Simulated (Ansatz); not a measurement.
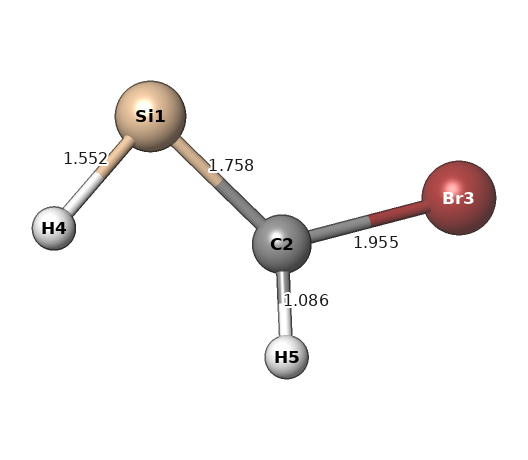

The numbers beside the sticks are distances in Å. Sticks don't show bond order. State: charge −1, singlet. The geometry was computed by an optimisation with PBE0-D4/def2-TZVPD. No frequency run is at hand to confirm it as a minimum.

Q: Which of the marked bonds are single, double, triple or aromatic?

A: Si1–C2 double; Si1–H4 single; C2–Br3 single; C2–H5 single. This is one Lewis structure.

Q: Give the structure as SMILES.

A: [H]/[Si-]=C/Br
